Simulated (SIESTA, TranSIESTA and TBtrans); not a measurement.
Device: Pd chain with one bond stretched by 1.5 Å. Leads: straight Pd chain, spacing 2.5 Å. Geometry: as built, not relaxed.

TranSIESTA and TBtrans, PBE, DZP numerical orbitals (energy shift 0.15 eV), PseudoDojo norm-conserving scalar-relativistic potentials, mesh cutoff 200 Ry, 300 K, spin-polarised (collinear), no spin-orbit coupling; self-consistent non-equilibrium Green functions.

Energies count from the leads' Fermi level. Transmissions are for each spin. The energy step is 0.01 eV; narrower resonances are cut or missed.

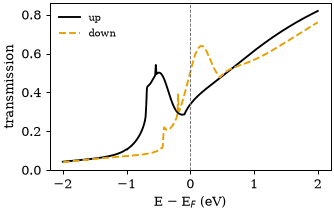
*Transmission against energy*

| E (eV) | T up | T down | lead channels up | down |
|---|---|---|---|---|
| -2.00 | 0.043 | 0.039 | 3 | 3 |
| -1.80 | 0.049 | 0.047 | 3 | 3 |
| -1.60 | 0.055 | 0.054 | 3 | 3 |
| -1.40 | 0.064 | 0.060 | 3 | 3 |
| -1.20 | 0.077 | 0.066 | 3 | 3 |
| -1.00 | 0.11 | 0.072 | band edge | 3 |
| -0.80 | 0.18 | 0.078 | band edge | 3 |
| -0.60 | 0.46 | 0.089 | band edge | band edge |
| -0.40 | 0.46 | 0.22 | 4 | band edge |
| -0.20 | 0.30 | 0.30 | 4 | band edge |
| 0.00 | 0.34 | 0.51 | 1 | 4 |
| 0.20 | 0.41 | 0.64 | 1 | 4 |
| 0.40 | 0.46 | 0.51 | 1 | 4 |
| 0.60 | 0.51 | 0.51 | 1 | 1 |
| 0.80 | 0.56 | 0.54 | 1 | 1 |
| 1.00 | 0.61 | 0.57 | 1 | 1 |
| 1.20 | 0.66 | 0.60 | 1 | 1 |
| 1.40 | 0.71 | 0.64 | 1 | 1 |
| 1.60 | 0.75 | 0.68 | 1 | 1 |
| 1.80 | 0.79 | 0.72 | 1 | 1 |
| 2.00 | 0.82 | 0.76 | 1 | 1 |

The magnetic order of the leads was set by the start, and no other order was tried; the separate lead runs end at 0.76 (left) and 0.76 (right) μB an atom. The straight chain is held at its spacing; free chains may zigzag or dimerise.
